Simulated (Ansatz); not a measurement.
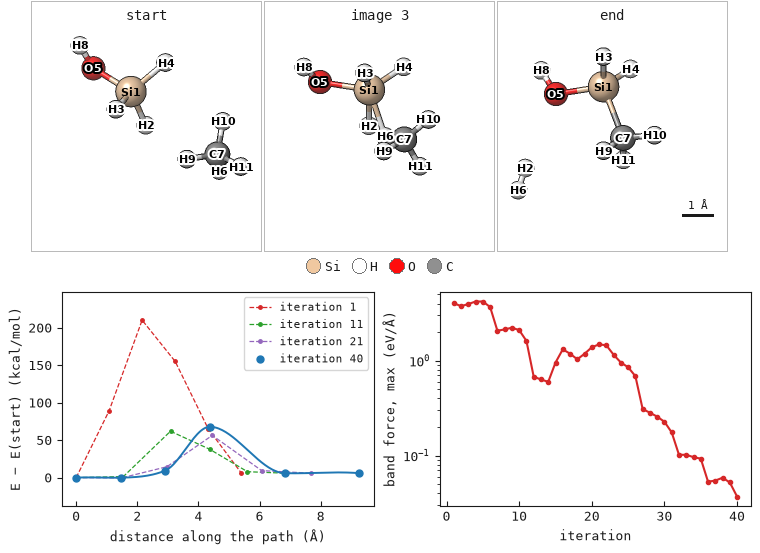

A search for the minimum-energy path of CH8OSi, made up of SiH$_{4}$O and CH4 by the nudged elastic band. Images are numbered from 0 (start) to 5 (end). The plot follows the band through its iterations. A ball-and-stick model, seen from a free direction.

These are results of Ansatz, RKS PBE0-D4/def2-SVPD, not measurements. Set-up: 4 movable images; climbing image.

Did the band converge, and can the barrier be trusted?

Answer. The run is converged, with reservations. The band converged in 40 iterations. The largest component of the band force went from 4 to 0.037 eV/Å. The climbing image converged on the top of the path. Its curvatures weren't checked. The largest force component is 0.62 eV/Å at the start and 0.71 eV/Å at the end; an end with forces this large is no minimum, and the barrier measured from it can be far off. The first iteration put the highest image at 210.2 kcal/mol. Forward barrier 67.9 kcal/mol, backward barrier 61.9 kcal/mol, with image 3 at the top; the reaction energy is +5.9 kcal/mol.

Limits of the set-up: the start holds two separate molecules, 2.8 Å apart at their closest, whose relative position is a soft coordinate.
